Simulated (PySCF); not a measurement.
System: C$_{5}$H$_{9}$NOSi (SMILES C[C@]1(C#N)CC[SiH2]O1).

The calculation's input:

```
{"job": {"kind": "uv", "xc": "wB97X-D", "basis": "def2-SVPD", "nstates": 8, "ntriplets": 3}, "charge": 0, "multiplicity": 1}
C     -1.898079     0.401829    -0.864086
C     -0.704421    -0.163917    -0.093447
C     -1.196180    -1.029892     0.968547
N     -1.570543    -1.707631     1.809209
C      0.173797     0.938743     0.535815
C      1.559192     0.341609     0.773825
Si     1.705308    -0.892566    -0.674737
O      0.095917    -0.930770    -0.973946
H     -1.533773     1.016045    -1.684201
H     -2.491284    -0.412260    -1.274266
H     -2.521383     1.003602    -0.206590
H      0.243090     1.755834    -0.185330
H     -0.286362     1.319186     1.449621
H      2.316710     1.120043     0.814572
H      1.580924    -0.182604     1.729858
H      2.353144    -0.352390    -1.864513
H      2.166944    -2.212830    -0.270242
```

Command:

```sh
OMP_NUM_THREADS=1 python probes_run.py task.json out
```

Geometry: GFN2-xTB.

These are results of PySCF 2.14.0, wB97X-D/def2-SVPD, SCF density, gas phase, not measurements.

Q: Predict the electron density and electron localisation function between the atoms.

A: C–O (1.42 Å): the density is about 2 e/Å³ at the midpoint, with its minimum of 1.7 e/Å³ about 0.5 Å from C; the ELF peaks at about 0.90 between the atoms, as expected for a polar covalent bond.
Si–O (1.64 Å): ρ at the midpoint is about 1.2 e/Å³; the ELF peaks at about 0.90 between the atoms; a shared but strongly polarised pair.
C–Si (1.91 Å): the density is about 0.93 e/Å³ at the midpoint; the ELF peaks at about 0.95 between the atoms, as expected for a shared electron pair.

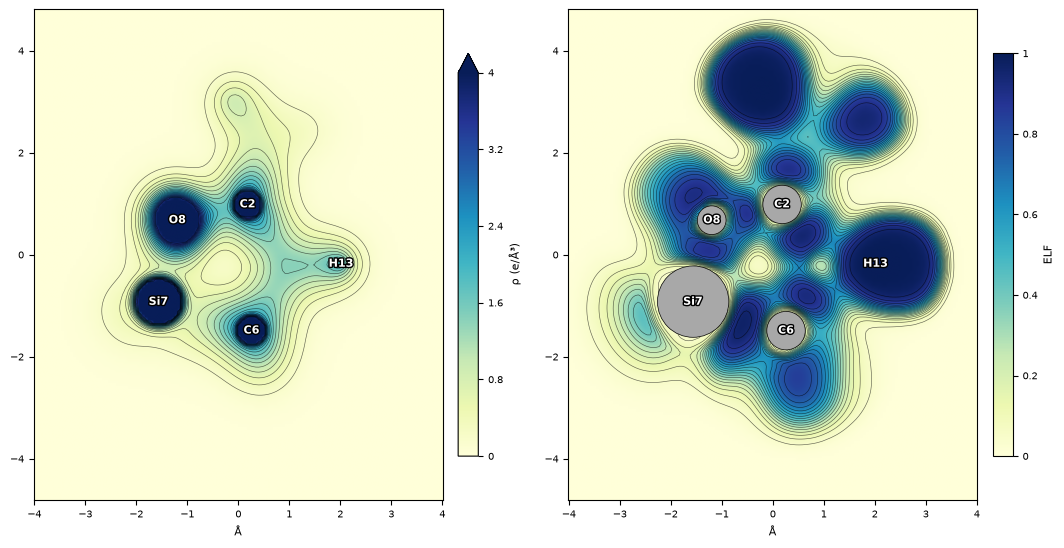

Computed electron density and electron localisation function on the plane of atoms C6, Si7 and O8, in this order. Grey discs cover the atomic cores in the ELF map. 
